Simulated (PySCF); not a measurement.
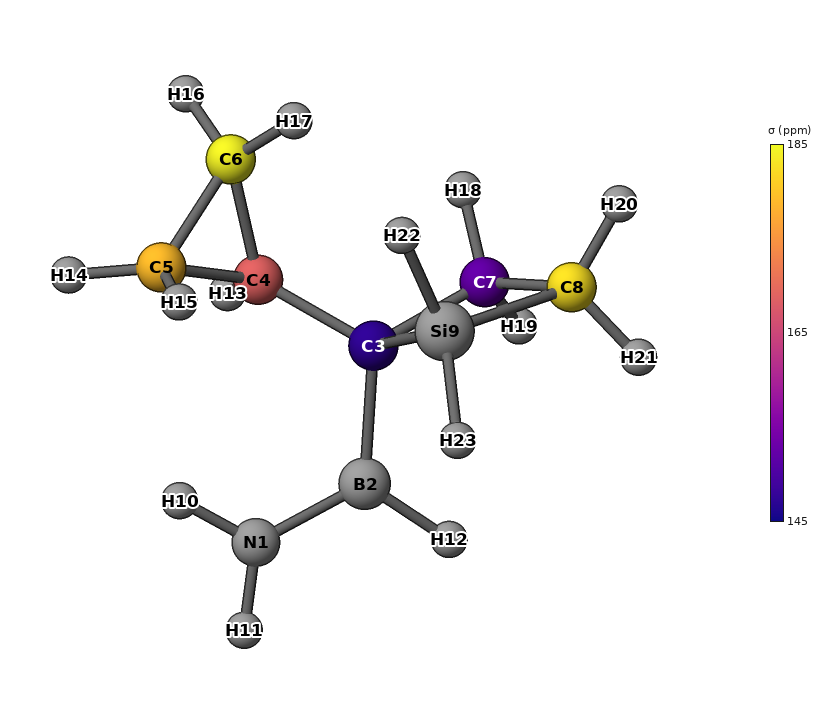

Atoms are coloured by their isotropic NMR shieldings (C only, the others grey). Computed geometry: GFN2-xTB optimisation. No frequency run is at hand to confirm it as a minimum. Level of theory: GIAO PBE0/pcSseg-1 NMR shielding, non-relativistic, gas phase (PySCF 2.14.0).

Give the isotropic NMR shieldings of the C atoms atom by atom.

```csv
atom,σ (ppm)
C3,147.6
C4,168.9
C5,179.1
C6,184.3
C7,152.4
C8,182.7
```

The geometry is semi-empirical. Around B, Si such bond lengths and angles can be off by a tenth of an ångström or more and by several degrees, and values that hang on the shape move with them.
